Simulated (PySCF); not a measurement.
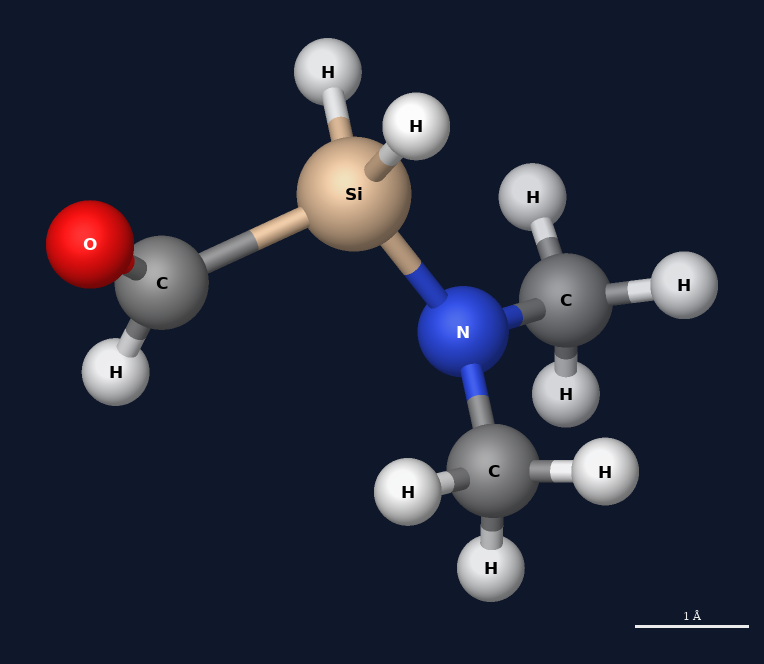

Rendered structure (ball-and-stick style).

The geometry was computed by an optimisation with PBE0-D3(BJ)/def2-SVP. No frequency run is at hand to confirm it as a minimum.

Q: What is the molecular formula?

A: C₃H₉NOSi, 15 atoms: 3 carbon, 9 hydrogen, 1 nitrogen, 1 oxygen and 1 silicon.

Q: Give a SMILES string for it.

A: CN(C)[SiH2]C=O

Q: Name some functional groups or characteristic bonds that it holds.

A: Among them: Si–H bond, Si–N bond.

Q: Describe its rings.

A: It has no ring.

Q: Count the bonded pairs by element.

A: 7 C–H, 2 C–N, 2 Si–H, 1 N–Si, 1 C–Si, 1 C–O.
